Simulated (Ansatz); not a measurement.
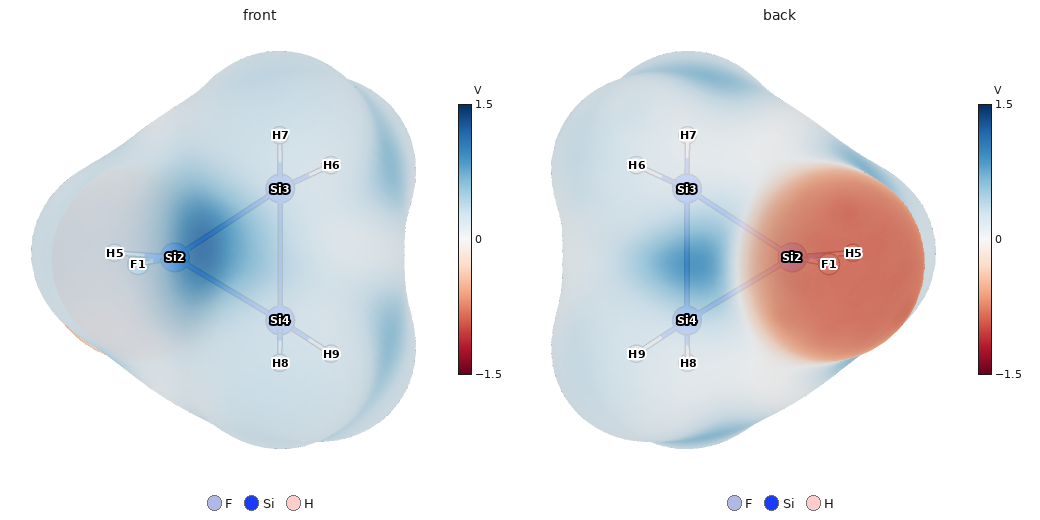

Figure 1: FH$_{5}$Si$_{3}$. The molecular electrostatic potential painted on the density surface at 0.001 e/bohr³, seen from the front and from behind; red is negative and blue positive.

Geometry: PBE0-D3(BJ)/def2-SVP.

Computed with isolated molecule in a Gaussian basis; Kohn-Sham density functional theory, functional PBE0 (Ansatz).

```xyz
9

F     2.2157    2.2147   -0.6642
Si    0.9854    1.3679   -0.0132
Si    0.8666   -0.9432    0.1185
Si   -0.6748    0.2772   -1.2077
H     0.4883    2.0656    1.2065
H     1.7668   -1.7471   -0.7584
H     0.5438   -1.6209    1.4078
H    -2.1154    0.4842   -0.8798
H    -0.4357   -0.0039   -2.6532
```

**Describe the electrostatic potential map.**

The most negative region (about −0.9 V) lies over F1, the most positive (about +1.0 V) over Si2, Si3 and Si4.
